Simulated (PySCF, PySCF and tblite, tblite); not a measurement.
# C2H5FP2Si2: a path driven as pyramidal inversion, and NMR exchange

How fast is pyramidal inversion in C2H5FP2Si2 (`C#C[Si]1(F)P[SiH2]P1`), and when do the exchanging lines merge?

Computed with tblite 0.8.0 (tight binding) and PySCF 2.14.0 (DFT, with response routines of our own); each step states its level. Atoms count from 0 throughout.

## (1) The molecule as given

12 atoms, charge 0, multiplicity 1; geometry from: force field or distance geometry start.

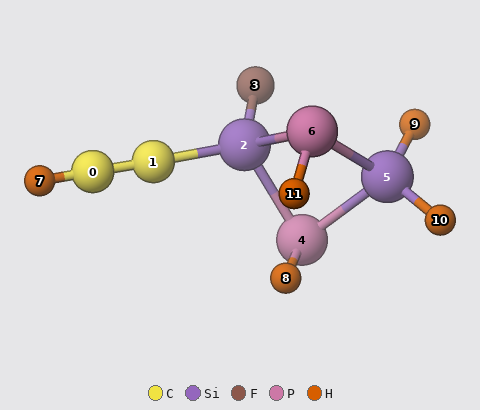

The starting geometry (carbon yellow, silicon purple, fluorine brown, phosphorus pink, hydrogen orange), atoms numbered.

## (2) GFN2-xTB relaxation, start minimum

Job settings and geometry (Å):

```
{"job": {"xc": "GFN2-xTB", "basis": "xTB", "kind": "relax"}, "charge": 0, "multiplicity": 1}
C      3.372400    -0.066400     0.148500
C      2.203200    -0.323400     0.333300
Si     0.446000    -0.729800     0.640000
F      0.202600    -2.155600     1.269100
P     -0.833000    -0.387500    -1.112900
Si    -2.281300    -0.002100     0.503300
P     -0.638100     0.852700     1.715800
H      4.396600     0.173400    -0.017100
H     -0.450000     0.952300    -1.346600
H     -2.833000    -1.246800     1.089100
H     -3.275200     1.022900     0.125600
H     -0.309100     1.909600     0.854400
```

Command:

```bash
> OMP_NUM_THREADS=1 python ens_run.py task.json out
```

One launch serves the whole session.

Output:

```text
step      E/eV     max force
  0    -544.39117    2.550
  1    -544.58809    2.433
  2    -544.58140    5.059
  3    -544.74069    0.595
  4    -544.76553    0.495
  5    -544.80477    0.632
  6    -544.81904    0.442
  7    -544.83830    0.375
  8    -544.85313    0.376
  9    -544.86192    0.303
 10    -544.86731    0.218
 11    -544.87590    0.351
 12    -544.88881    0.615
 13    -544.90357    0.586
 14    -544.91390    0.272
 15    -544.91938    0.291
 16    -544.92388    0.267
 17    -544.93004    0.421
 18    -544.93544    0.370
 19    -544.93940    0.170
 20    -544.94320    0.199
 21    -544.94801    0.316
 22    -544.95360    0.350
 23    -544.95743    0.209
 24    -544.95918    0.108
 25    -544.96050    0.129
 26    -544.96241    0.210
 27    -544.96563    0.263
 28    -544.96948    0.244
 29    -544.97202    0.124
 30    -544.97302    0.072
 31    -544.97345    0.070
 32    -544.97406    0.079
 33    -544.97529    0.117
 34    -544.97710    0.143
 35    -544.97894    0.125
 36    -544.98017    0.100
 37    -544.98093    0.104
 38    -544.98162    0.100
 39    -544.98246    0.080
 40    -544.98340    0.104
 41    -544.98435    0.086
 42    -544.98528    0.070
 43    -544.98602    0.057
 44    -544.98660    0.072
 45    -544.98715    0.064
 46    -544.98792    0.103
 47    -544.98896    0.112
 48    -544.99043    0.119
 49    -544.99205    0.111
 50    -544.99342    0.104
 51    -544.99449    0.107
 52    -544.99553    0.089
 53    -544.99686    0.106
 54    -544.99888    0.155
 55    -545.00136    0.201
 56    -545.00541    0.186
 57    -545.00915    0.265
 58    -545.01494    0.234
 59    -545.01594    0.175
 60    -545.02001    0.199
 61    -545.01943    0.566
 62    -545.02093    0.241
 63    -545.02092    0.179
 64    -545.02266    0.086
 65    -545.02303    0.079
 66    -545.02356    0.086
 67    -545.02390    0.043
 68    -545.02400    0.030
 69    -545.02414    0.025
 70    -545.02424    0.029
 71    -545.02438    0.033
 72    -545.02456    0.037
 73    -545.02476    0.038
 74    -545.02492    0.031
 75    -545.02503    0.033
 76    -545.02512    0.032
 77    -545.02520    0.031
 78    -545.02526    0.027
 79    -545.02530    0.014
 80    -545.02532    0.008
 81    -545.02533    0.009
 82    -545.02535    0.011
 83    -545.02537    0.013
 84    -545.02539    0.010
 85    -545.02540    0.008
 86    -545.02541    0.009
 87    -545.02542    0.010
 88    -545.02543    0.009
 89    -545.02545    0.009
 90    -545.02545    0.008
 91    -545.02546    0.004
 92    -545.02546    0.002
```

Wall time 2.5 s (1 thread of Intel Xeon at 2.50GHz, shared host).

Relaxing gained 0.634 eV and moved the atoms by 0.81 Å on average (rms).

## (3) Relaxed scan, inversion

Job settings and geometry (Å):

```
{"job": {"xc": "GFN2-xTB", "basis": "xTB", "coordinate": [["t", [8, 2, 5, 4], 0.3333333333333333], ["t", [2, 5, 8, 4], 0.3333333333333333], ["t", [5, 8, 2, 4], 0.3333333333333333]], "kind": "drive"}, "charge": 0, "multiplicity": 1}
C      3.149753     0.370722    -0.025622
C      2.113768    -0.158866     0.276299
Si     0.484681    -0.913092     0.715649
F      0.781677    -2.375854     1.332551
P     -1.023966    -1.084294    -0.967782
Si    -2.221368     0.318851     0.361255
P     -0.814919     0.270538     2.146947
H      4.067802     0.816553    -0.282789
H     -0.444002    -0.100361    -1.749936
H     -3.504630    -0.285942     0.711341
H     -2.387329     1.656399    -0.208911
H     -0.200267     1.484661     1.893508
```

Output:

```text
point  coordinate     E/eV
  0     43.300     -544.87188
  1     29.500     -544.57827
  2     15.000     -544.34602
  3      0.200     -544.24413
  4    -14.800     -544.31398
  5    -29.500     -544.53246
  6    -43.300     -544.83487
  7    -54.000     -544.99491
```

Run time: 8.1 s. Hardware: 1 thread of Intel Xeon at 2.50GHz, shared host.

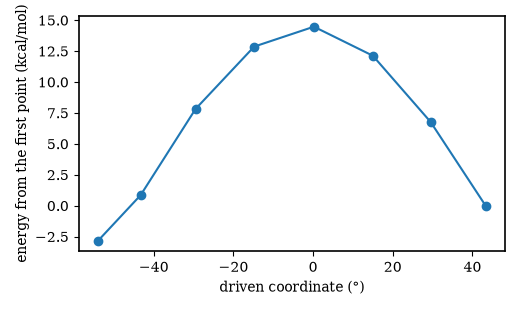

Energy along the scan.

## (4) Nudged elastic band, leg 1

Changed since step 3:

```diff
@@ -1,2 +1,2 @@
-{"job": {"xc": "GFN2-xTB", "basis": "xTB", "coordinate": [["t", [8, 2, 5, 4], 0.3333333333333333], ["t", [2, 5, 8, 4], 0.3333333333333333], ["t", [5, 8, 2, 4], 0.3333333333333333]], "kind": "drive"}, "charge": 0, "multiplicity": 1}
+{"job": {"xc": "GFN2-xTB", "basis": "xTB", "kind": "neb"}, "charge": 0, "multiplicity": 1}
 C      3.149753     0.370722    -0.025622
```

Output:

```text
image   E - E0 / eV
  0       0.0000
  1       0.0334
  2       0.3174
  3       0.7821
  4       0.1299
  5       0.0329
  6       0.0240
```

It took 17 s on 1 thread of Intel Xeon at 2.50GHz, shared host; peak memory 0.19 GiB.

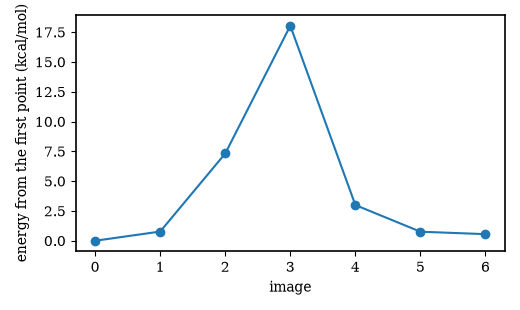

Energy along the band.

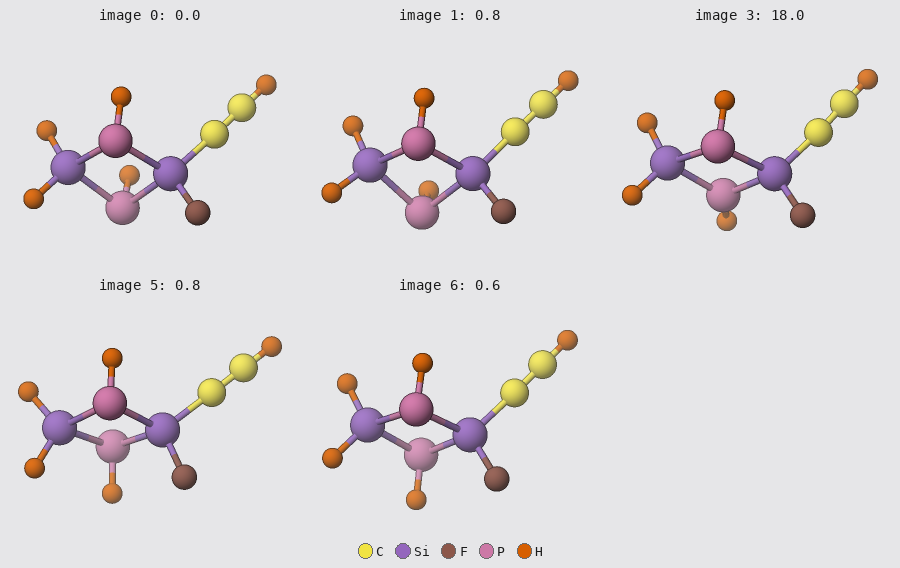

Images along the band, with energies in kcal/mol.

## (5) Saddle search, leg 1

Job settings and geometry (Å):

```
{"job": {"xc": "GFN2-xTB", "basis": "xTB", "kind": "saddle"}, "charge": 0, "multiplicity": 1}
C      3.216545     0.494419    -0.258242
C      2.204283    -0.104258    -0.009416
Si     0.567429    -0.893919     0.332519
F      0.875841    -2.409754     0.787867
P     -0.910443    -0.683311    -1.280887
Si    -2.222919     0.501605     0.027872
P     -0.833976     0.139324     1.792446
H      4.119448     0.991986    -0.472205
H     -0.962330    -1.190879    -2.538361
H     -3.529179    -0.102959     0.278038
H     -2.339001     1.897384    -0.401090
H     -0.185697     1.360361     1.741460
```

Output:

```text
step      E/eV     max force
  0    -544.24331   0.0329
  1    -544.24628   0.1324
  2    -544.24494   0.0297
  3    -544.24624   0.0450
  4    -544.24671   0.0159
  5    -544.24675   0.0310
  6    -544.24676   0.0000
lowest wavenumbers (cm-1): -498.2 58.9 68.0 107.8 147.0 177.0
```

Wall time 11 s (1 thread of Intel Xeon at 2.50GHz, shared host); peak memory 0.19 GiB.

Point group C1; 1 imaginary mode, 498i cm⁻¹, carried by H8, P4. Steps downhill from it reached both ends.

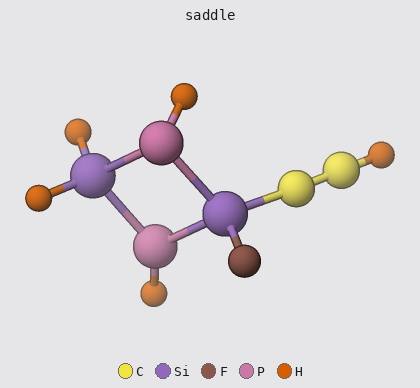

The saddle point.

## (6) Shieldings, start: CAM-B3LYP/pcSseg-1

Job settings and geometry (Å):

```
{"job": {"kind": "nmr", "xc": "CAM-B3LYP", "basis": "pcSseg-1", "pop": false}, "charge": 0, "multiplicity": 1}
C      3.149753     0.370722    -0.025622
C      2.113768    -0.158866     0.276299
Si     0.484681    -0.913092     0.715649
F      0.781677    -2.375854     1.332551
P     -1.023966    -1.084294    -0.967782
Si    -2.221368     0.318851     0.361255
P     -0.814919     0.270538     2.146947
H      4.067802     0.816553    -0.282789
H     -0.444002    -0.100361    -1.749936
H     -3.504630    -0.285942     0.711341
H     -2.387329     1.656399    -0.208911
H     -0.200267     1.484661     1.893508
```

Output:

```text
coarse grid: 12856 points
cycle   1  E = -1440.5376990062  dE =  7.424e-01  |g| = 6.530e-01  |ddm| = 3.459e+00
cycle   2  E = -1440.5217408753  dE =  1.596e-02  |g| = 8.247e-01  |ddm| = 1.285e+00
cycle   3  E = -1440.6273308978  dE = -1.056e-01  |g| = 8.329e-02  |ddm| = 6.606e-01
cycle   4  E = -1440.6286425489  dE = -1.312e-03  |g| = 2.987e-02  |ddm| = 1.174e-01
cycle   5  E = -1440.6288360132  dE = -1.935e-04  |g| = 1.065e-02  |ddm| = 4.007e-02
cycle   6  E = -1440.6288581252  dE = -2.211e-05  |g| = 5.474e-03  |ddm| = 1.269e-02
cycle   7  E = -1440.6288657173  dE = -7.592e-06  |g| = 6.063e-04  |ddm| = 5.296e-03
final grid: 108584 points
cycle   8  E = -1440.6741394638  dE = -1.027e-05  |g| = 2.011e-03  |ddm| = 1.344e-02
cycle   9  E = -1440.6741394883  dE = -2.451e-08  |g| = 1.985e-03  |ddm| = 3.692e-03
cycle  10  E = -1440.6741401528  dE = -6.645e-07  |g| = 4.548e-04  |ddm| = 1.519e-03
cycle  11  E = -1440.6741401904  dE = -3.763e-08  |g| = 1.265e-04  |ddm| = 3.829e-04
cycle  12  E = -1440.6741401938  dE = -3.326e-09  |g| = 5.745e-05  |ddm| = 1.320e-04
cycle  13  E = -1440.6741401944  dE = -6.708e-10  |g| = 1.096e-05  |ddm| = 6.101e-05
converged SCF energy = -1440.6741401944

GIAO shielding tensors (ppm)
atom      isotropic    diamagn.    paramagn.     s11        s22        s33       span
  0 C       78.450     259.565    -181.115     -1.682      4.067    232.964    234.647
  1 C       94.391     260.424    -166.032     -8.008     -4.444    295.627    303.635
  2 Si     333.188     877.636    -544.448    245.661    323.542    430.362    184.702
  3 F      318.815     465.880    -147.065    286.992    326.273    343.180     56.188
  4 P      477.845     969.134    -491.289    247.540    545.226    640.768    393.228
  5 Si     426.085     880.412    -454.327    378.146    425.703    474.405     96.260
  6 P      478.005     968.846    -490.842    247.499    545.564    640.951    393.452
  7 H       29.471      32.435      -2.964     24.756     24.901     38.756     13.999
  8 H       28.648      32.492      -3.844     25.196     27.131     33.618      8.423
  9 H       27.614      29.056      -1.443     24.124     24.801     33.916      9.792
 10 H       27.294      29.459      -2.165     24.014     25.481     32.388      8.375
 11 H       28.648      32.097      -3.449     25.193     27.125     33.624      8.431
```

Wall time 63 s (1 thread of Intel Xeon at 2.50GHz, shared host); peak memory 0.83 GiB.

Key values: HOMO -8.04 eV, LUMO -0.04 eV; dipole 3.42 D.

## (7) Shieldings, saddle of leg 1: CAM-B3LYP/pcSseg-1

Job settings and geometry (Å):

```
{"job": {"kind": "nmr", "xc": "CAM-B3LYP", "basis": "pcSseg-1", "pop": false}, "charge": 0, "multiplicity": 1}
C      3.280333     0.438602    -0.237150
C      2.228003    -0.099516    -0.018926
Si     0.571819    -0.848199     0.314266
F      0.867941    -2.365571     0.776885
P     -0.921580    -0.652670    -1.287925
Si    -2.265447     0.467507     0.048286
P     -0.814495     0.198363     1.779527
H      4.212446     0.888704    -0.427501
H     -0.950252    -1.112033    -2.565842
H     -3.534319    -0.204111     0.327009
H     -2.472642     1.854697    -0.370406
H     -0.201806     1.434226     1.661779
```

Output:

```text
coarse grid: 12856 points
cycle   1  E = -1440.5182922015  dE =  8.397e-01  |g| = 6.449e-01  |ddm| = 3.536e+00
cycle   2  E = -1440.5069719344  dE =  1.132e-02  |g| = 8.047e-01  |ddm| = 1.264e+00
cycle   3  E = -1440.6041778083  dE = -9.721e-02  |g| = 8.312e-02  |ddm| = 6.569e-01
cycle   4  E = -1440.6054703135  dE = -1.293e-03  |g| = 2.738e-02  |ddm| = 1.091e-01
cycle   5  E = -1440.6056406695  dE = -1.704e-04  |g| = 7.554e-03  |ddm| = 4.106e-02
cycle   6  E = -1440.6056501396  dE = -9.470e-06  |g| = 5.204e-03  |ddm| = 1.143e-02
cycle   7  E = -1440.6056568207  dE = -6.681e-06  |g| = 7.478e-04  |ddm| = 4.117e-03
final grid: 108584 points
cycle   8  E = -1440.6509228079  dE = -1.086e-05  |g| = 2.126e-03  |ddm| = 1.280e-02
cycle   9  E = -1440.6509226353  dE =  1.726e-07  |g| = 2.267e-03  |ddm| = 3.820e-03
cycle  10  E = -1440.6509236153  dE = -9.799e-07  |g| = 5.359e-04  |ddm| = 1.794e-03
cycle  11  E = -1440.6509236765  dE = -6.122e-08  |g| = 1.388e-04  |ddm| = 4.511e-04
cycle  12  E = -1440.6509236804  dE = -3.907e-09  |g| = 5.630e-05  |ddm| = 1.447e-04
cycle  13  E = -1440.6509236809  dE = -5.614e-10  |g| = 1.205e-05  |ddm| = 6.418e-05
converged SCF energy = -1440.6509236809

GIAO shielding tensors (ppm)
atom      isotropic    diamagn.    paramagn.     s11        s22        s33       span
  0 C       80.924     259.783    -178.860     -1.985      9.523    235.233    237.217
  1 C       94.576     260.168    -165.592    -11.089     -0.723    295.541    306.631
  2 Si     327.684     878.008    -550.324    292.888    315.972    374.192     81.304
  3 F      301.558     467.164    -165.606    273.920    297.677    333.078     59.157
  4 P      543.845     973.787    -429.942    338.040    533.685    759.808    421.768
  5 Si     390.799     880.150    -489.351    368.150    389.390    414.857     46.708
  6 P      530.311     969.323    -439.011    396.934    551.469    642.530    245.596
  7 H       29.531      32.537      -3.006     24.740     24.844     39.009     14.269
  8 H       28.120      31.549      -3.429     20.839     23.914     39.608     18.769
  9 H       26.737      28.139      -1.402     22.924     23.684     33.602     10.678
 10 H       26.676      28.763      -2.087     22.905     24.224     32.898      9.993
 11 H       29.734      32.382      -2.649     25.817     26.594     36.790     10.972
```

Wall time 63 s (1 thread of Intel Xeon at 2.50GHz, shared host); peak memory 0.88 GiB.

This run: HOMO -7.70 eV, LUMO -0.15 eV; dipole 2.75 D.

## (8) Shieldings, end: CAM-B3LYP/pcSseg-1

Job settings and geometry (Å):

```
{"job": {"kind": "nmr", "xc": "CAM-B3LYP", "basis": "pcSseg-1", "pop": false}, "charge": 0, "multiplicity": 1}
C      3.266986     0.561116     0.206216
C      2.206557     0.003192     0.299104
Si     0.551161    -0.797515     0.463729
F      0.805938    -2.375122     0.722944
P     -0.803292    -0.418439    -1.323896
Si    -2.124873     0.521411     0.269333
P     -0.824729     0.019175     2.068287
H      4.203386     1.033447     0.118240
H     -1.398736    -1.666530    -1.247147
H     -3.434361    -0.113570     0.407952
H     -2.236882     1.958113     0.021020
H     -0.193309     1.248752     2.140710
```

Output:

```text
coarse grid: 12856 points
cycle   1  E = -1440.5388815847  dE =  7.357e-01  |g| = 6.505e-01  |ddm| = 3.465e+00
cycle   2  E = -1440.5240418049  dE =  1.484e-02  |g| = 8.183e-01  |ddm| = 1.255e+00
cycle   3  E = -1440.6277174108  dE = -1.037e-01  |g| = 8.292e-02  |ddm| = 6.324e-01
cycle   4  E = -1440.6290309083  dE = -1.313e-03  |g| = 2.984e-02  |ddm| = 1.158e-01
cycle   5  E = -1440.6292289374  dE = -1.980e-04  |g| = 9.369e-03  |ddm| = 4.114e-02
cycle   6  E = -1440.6292446368  dE = -1.570e-05  |g| = 5.658e-03  |ddm| = 1.234e-02
cycle   7  E = -1440.6292526371  dE = -8.000e-06  |g| = 6.472e-04  |ddm| = 4.854e-03
final grid: 108584 points
cycle   8  E = -1440.6743428969  dE = -1.125e-05  |g| = 1.857e-03  |ddm| = 1.393e-02
cycle   9  E = -1440.6743429393  dE = -4.244e-08  |g| = 1.742e-03  |ddm| = 3.461e-03
cycle  10  E = -1440.6743434967  dE = -5.573e-07  |g| = 5.078e-04  |ddm| = 1.433e-03
cycle  11  E = -1440.6743435506  dE = -5.398e-08  |g| = 1.248e-04  |ddm| = 4.110e-04
cycle  12  E = -1440.6743435540  dE = -3.339e-09  |g| = 5.730e-05  |ddm| = 1.406e-04
cycle  13  E = -1440.6743435546  dE = -5.866e-10  |g| = 1.198e-05  |ddm| = 5.672e-05
converged SCF energy = -1440.6743435546

GIAO shielding tensors (ppm)
atom      isotropic    diamagn.    paramagn.     s11        s22        s33       span
  0 C       78.207     259.738    -181.531     -0.286      1.988    232.919    233.206
  1 C       94.155     259.585    -165.430     -7.518     -5.047    295.030    302.549
  2 Si     333.549     877.595    -544.045    250.723    319.428    430.498    179.775
  3 F      320.165     467.353    -147.188    297.115    318.645    344.735     47.620
  4 P      495.607     968.605    -472.998    269.262    567.283    650.276    381.013
  5 Si     423.440     880.373    -456.933    380.576    420.780    468.963     88.387
  6 P      482.058     968.852    -486.794    237.177    554.247    654.749    417.572
  7 H       29.459      32.438      -2.979     24.737     24.861     38.780     14.043
  8 H       28.733      30.602      -1.870     25.451     26.620     34.127      8.676
  9 H       27.408      29.080      -1.672     24.294     24.492     33.438      9.144
 10 H       27.418      29.509      -2.091     24.432     25.025     32.796      8.363
 11 H       28.462      31.652      -3.190     24.733     26.835     33.818      9.085
```

Wall time 65 s (1 thread of Intel Xeon at 2.50GHz, shared host); peak memory 0.94 GiB.

This run: HOMO -8.10 eV, LUMO -0.20 eV; dipole 2.02 D.

## (9) The path in numbers

Job settings and geometry (Å):

```
{"job": {"smiles": "C#C[Si@]1(F)[P@@H][SiH2][P@@H]1", "charge": 0, "mult": 1, "motion": "inversion", "what": "phosphorus", "atoms": [4], "drives": [{"terms": [["t", [8, 2, 5, 4], 0.3333333333333333], ["t", [2, 5, 8, 4], 0.3333333333333333], ["t", [5, 8, 2, 4], 0.3333333333333333]], "neg": true, "n": 8}], "study": "path", "level": {"kind": "nmr", "xc": "CAM-B3LYP", "basis": "pcSseg-1"}, "fields": [200, 400, 900], "first": 2, "seed": 361, "kind": "path"}, "charge": 0, "multiplicity": 1}
C      3.149753     0.370722    -0.025622
C      2.113768    -0.158866     0.276299
Si     0.484681    -0.913092     0.715649
F      0.781677    -2.375854     1.332551
P     -1.023966    -1.084294    -0.967782
Si    -2.221368     0.318851     0.361255
P     -0.814919     0.270538     2.146947
H      4.067802     0.816553    -0.282789
H     -0.444002    -0.100361    -1.749936
H     -3.504630    -0.285942     0.711341
H     -2.387329     1.656399    -0.208911
H     -0.200267     1.484661     1.893508
```

Output:

```text
stationary points (kcal/mol above the start)
  n  kind          group   xTB      DFT    lowest mode
  0  minimum      Cs       0.00     0.00      28.6
  1  saddle       C1      17.96    14.76    -498.2
  2  minimum      C1       0.55    -0.10      28.9

GFN2-xTB energies: T/K, barrier G, reaction G (kcal/mol), k forward, k back (1/s)
 150.00    17.35     0.52   3.31e-13   9.34e-13
 200.00    17.39     0.51   8.34e-07   1.52e-06
 250.00    17.43     0.51    0.00605    0.00843
 298.15    17.47     0.50       1.94       2.27
 350.00    17.53     0.50        166        171
 400.00    17.58     0.49   4.12e+03   3.84e+03
 500.00    17.72     0.48   3.76e+05   3.06e+05

CAM-B3LYP/pcSseg-1 + D3(BJ) energies: T/K, barrier G, reaction G (kcal/mol), k forward, k back (1/s)
 150.00    14.15    -0.14   1.52e-08   4.74e-09
 200.00    14.19    -0.14    0.00262   0.000911
 250.00    14.23    -0.15        3.8       1.41
 298.15    14.27    -0.15        430        166
 350.00    14.32    -0.16   1.66e+04   6.61e+03
 400.00    14.38    -0.16   2.31e+05   9.42e+04
 500.00    14.52    -0.17   9.43e+06   3.95e+06
```

Wall time 4.2 min (1 thread of Intel Xeon at 2.50GHz, shared host); peak memory 0.94 GiB. This counts the whole study up to here.

Barriers by level (kcal/mol; entropies in cal/(mol K)). Zero-point and thermal terms come from xTB in every row. ΔG‡ leaves symmetry out; the rate counts equivalent paths (a factor of 2); effective ΔG‡, where given, is the barrier that would give that rate by Eyring's equation alone:

| level | ΔE‡ | with zero-point | ΔH‡ | ΔS‡ | ΔG‡ (298 K) | ΔE of reaction | k at 298 K (1/s) | effective ΔG‡ |
| --- | --- | --- | --- | --- | --- | --- | --- | --- |
| GFN2-xTB | 17.96 | 17.25 | 17.10 | -1.2 | 17.47 | 0.55 | 1.9 | 17.06 |
| CAM-B3LYP/pcSseg-1 + D3(BJ) | 14.76 | 14.05 | 13.90 | -1.2 | 14.27 | -0.10 | 4.3e+02 | 13.86 |

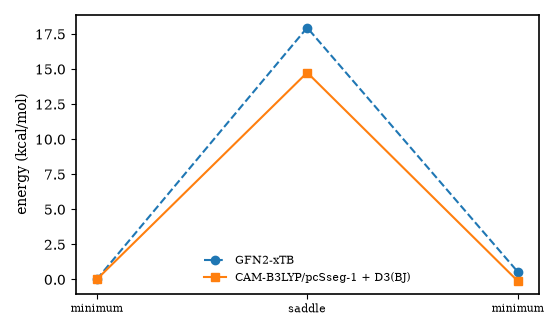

The xTB stationary points, at both levels.

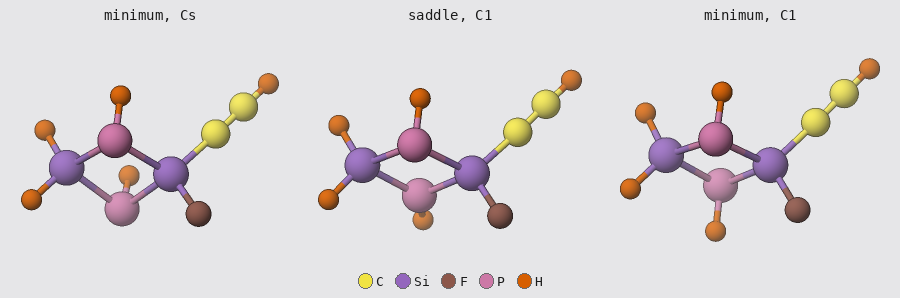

The stationary points in order.

Sites that the driver pairs across this motion, and where their lines would merge (no couplings; faster rotations or exchange between molecules can average them sooner):

```
nucleus                             sites: shielding (ppm)  proton frequency (MHz)  spread (Hz)  coalescence (K)  lines at 298 K
    31P    P4, P6: 477.9; P4 (end): 495.6; P6 (end): 482.1                     900         6448              362               3
    19F                         F3: 318.8; F3 (end): 320.2                     900         1144              320               –
   29Si                       Si5: 426.1; Si5 (end): 423.4                     900          473              308               –
     1H  H8, H11: 28.65; H8 (end): 28.73; H11 (end): 28.46                     900          244              316               2
     1H                         H9: 27.61; H9 (end): 27.41                     900          185              296               –
     1H                       H10: 27.29; H10 (end): 27.42                     900          111              290               –
   29Si                       Si2: 333.2; Si2 (end): 333.5                     900           65              284               –
```

Rows that set an atom against itself at the end compare its shielding in the two forms.

## (10) Results

```
                             quantity                               value
barrier (CAM-B3LYP/pcSseg-1 + D3(BJ))  ΔE‡ 14.8, ΔG‡(298 K) 14.3 kcal/mol
                   barrier (GFN2-xTB)                   ΔE‡ 18.0 kcal/mol
                        rate at 298 K                         4.3e+02 s⁻¹
                      end of the path        -0.1 kcal/mol from the start
                coalescence of 31P P4                    362 K at 900 MHz
```

**Reading.** DFT puts the top 14.8 kcal/mol above the start (xTB: 18.0); the rate from the DFT barrier is 4.3e+02 s⁻¹ at 298 K. An error of 1.4 kcal/mol changes that rate tenfold. The 31P lines of P4 and its partners, 6448 Hz apart at 900 MHz, merge at 362 K, so by this path alone the exchange at 298 K is slow for them; other paths were not followed.
